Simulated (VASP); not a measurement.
Band structure of GaAs (zinc blende). Computed with AM05 GGA, VASP's PBE PAW potentials (set 64) (plane waves; VASP).

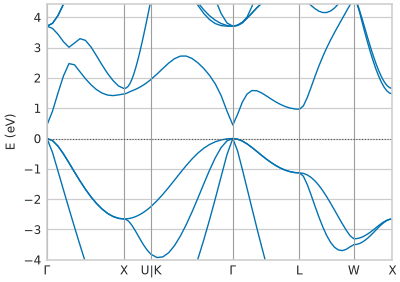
Bands along high-symmetry lines, zero at the valence-band maximum or, without a gap, the Fermi level

Q: Read the plot: is there a gap, and where are the band edges?

A: The gap is direct, 0.45 eV, from the valence maximum at Γ to the conduction minimum at Γ. (Edges off the drawn lines would not show.)

Measured: gap 1.57 eV (computed value off by -1.12 eV), as given by Wei Chen et al., Physical Review Materials (2018), doi:10.1103/physrevmaterials.2.073803 [zero-point renormalisation of 0.05 eV added back (the table's ZPR column)].

The compound is GaAs in the zinc blende structure. It was relaxed first.
